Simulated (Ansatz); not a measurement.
CH$_{8}$GeO

```yaml
atoms:
  - { symbol: Ge, position_ang: [-0.5059, 0.7810, -1.0711] }
  - { symbol: H, position_ang: [1.4157, 0.7196, -1.1388] }
  - { symbol: H, position_ang: [-0.5297, 0.6968, -2.6032] }
  - { symbol: H, position_ang: [-0.3686, 2.1978, -0.4907] }
  - { symbol: H, position_ang: [-1.8836, 0.2461, -0.5749] }
  - { symbol: H, position_ang: [1.2143, -0.1150, -0.4634] }
  - { symbol: O, position_ang: [0.3330, -0.7344, -0.0629] }
  - { symbol: C, position_ang: [0.1260, -0.9085, 1.3295] }
  - { symbol: H, position_ang: [0.5750, -1.8524, 1.6431] }
  - { symbol: H, position_ang: [0.5705, -0.0875, 1.9018] }
  - { symbol: H, position_ang: [-0.9466, -0.9437, 1.5307] }
```

A transition-state structure; geometry: PBE0-D4/def2-TZVP.

Method: RKS PBE0-D4/def2-TZVPP (Ansatz).

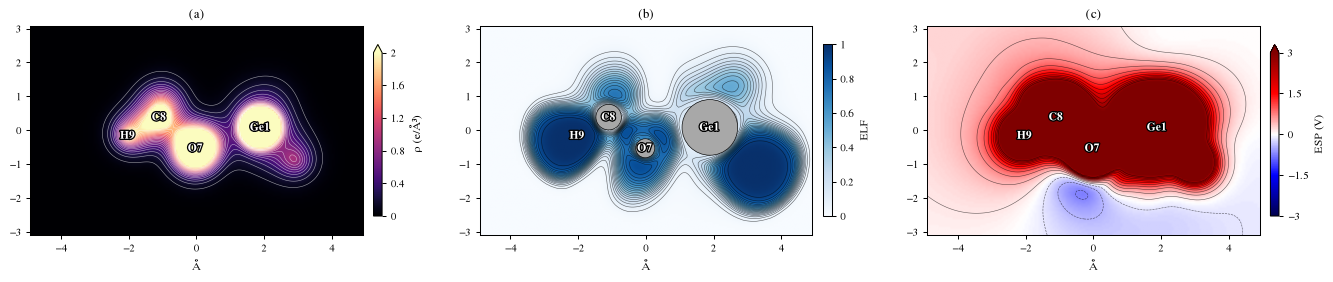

Figure 1. (a) total electron density; (b) ELF; (c) electrostatic potential on the plane of atoms Ge1, O7 and C8. Grey discs cover the atomic cores in the ELF map.

### What do the fields say about this system?

The section cuts through Ge, O, C and H sites.
C–O (1.42 Å): ρ is about 2 e/Å³ halfway, with its minimum of 1.7 e/Å³ about 0.5 Å from C; the ELF peaks at about 0.90 between the atoms (a polar covalent bond).
Ge–O (2.00 Å): ρ is about 0.6 e/Å³ halfway; the ELF peaks at about 0.85 in the valence shell of O, 0.6 Å from its nucleus, and is about 0.35 at the midpoint.
C–H (1.09 Å): ρ is about 2.1 e/Å³ halfway; the ELF climbs to about 1 towards the hydrogen, as it does in any bond to H (an ordinary covalent bond to hydrogen).
The ELF also peaks beside O7, away from the bonds: lone-pair regions.
Outside the dense part of the molecule the potential is most negative (−0.8 V) near O7.

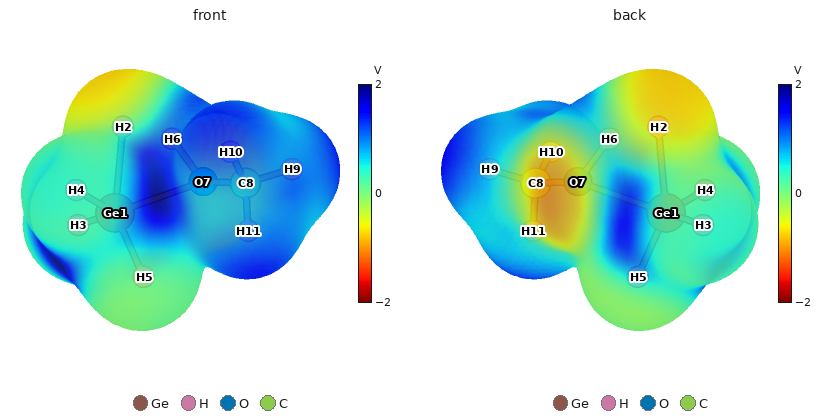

Figure 2. The electrostatic potential painted on the density surface at 0.004 e/bohr³, seen from the front and from behind; red is negative and blue positive.

### Which sites attract a positive test charge, and which a negative one?

A positive charge is drawn to the negative regions and a negative charge to the positive ones. The most negative region (about −1.0 V) lies over O7, the most positive (about +1.9 V) over Ge1. O7 is the likeliest acceptor of a hydrogen bond.

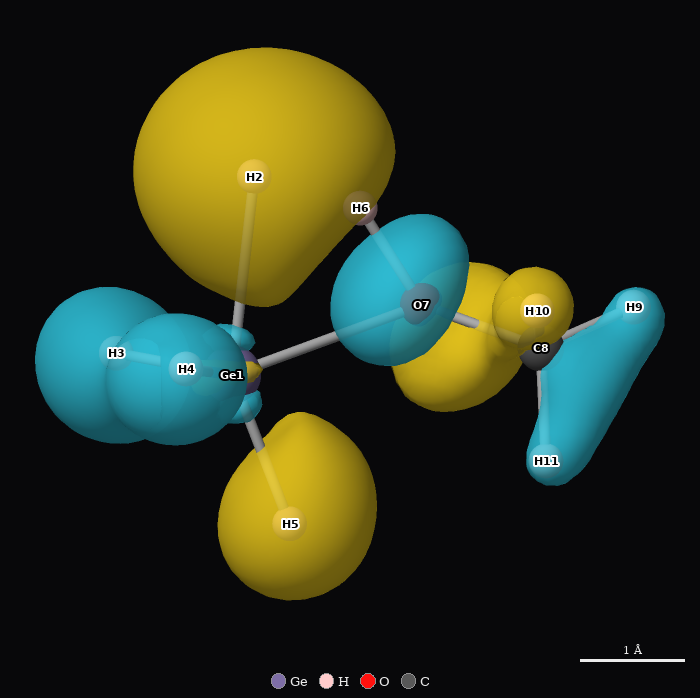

Figure 3. The HOMO at ±0.1 Å⁻³ᐟ² (yellow and cyan are the two phases), seen across its widest extent.

### What is the character of this orbital?

Its weight (Hirshfeld) is mainly on H2 (about 30 %), O7 (about 20 %), Ge1 (about 15 %), H6 (about 10 %) and H5 (about 5 %). Its energy is −7.00 eV.

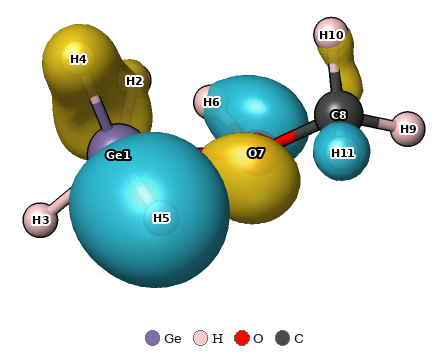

Figure 4. The HOMO−1 at ±0.15 Å⁻³ᐟ² (yellow and cyan are the two phases), seen at an oblique angle.

### Describe this orbital and give its energy.

It lies mainly on Ge1 (about 30 %), H5 (about 30 %) and O7 (about 20 %). Its energy is −9.00 eV.
